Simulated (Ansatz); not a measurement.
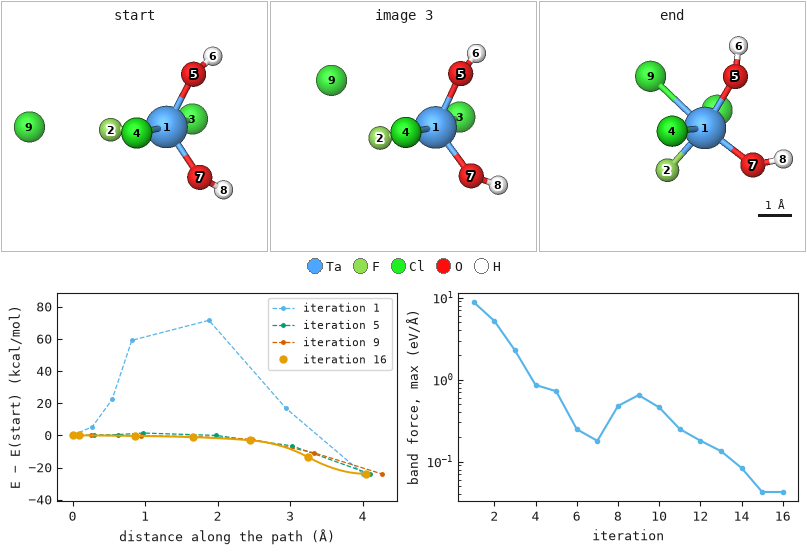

A search for the minimum-energy path of TaH₂O₂Cl₃F (multiplicity 2), made up at the start of TaH2O2Cl2F and Cl by the nudged elastic band. Images are numbered from 0 (start) to 6 (end). The plot follows the band through its iterations. The picture is a ball-and-stick view, seen at a tilt.

These are results of UKS PBE/def2-SVP (Ansatz), not measurements. Set-up: 5 movable images; climbing image; force threshold 0.05 eV/Å; iteration limit 57; spring constant 0.1 eV/Å²; starting path through a guess of the saddle point.

Question: Judge this run.

Answer: The run is converged, with reservations. The band converged in 16 iterations. The largest component of the band force went from 8.8 to 0.043 eV/Å. The spring constant is far from the usual few eV/Å², which spoils the spacing or the steps. The first iteration put the highest image at 71.5 kcal/mol. No barrier shows: the energy is highest at the start, and the end lies 23.9 kcal/mol below the start.

Limits of the set-up: the start holds two separate molecules, 2.7 Å apart at their closest, whose relative position is a soft coordinate and is computed without a dispersion correction.

The run took 8.4 min on 4 threads of Arm Neoverse V2, on a shared host, peak memory 0.44 GiB.
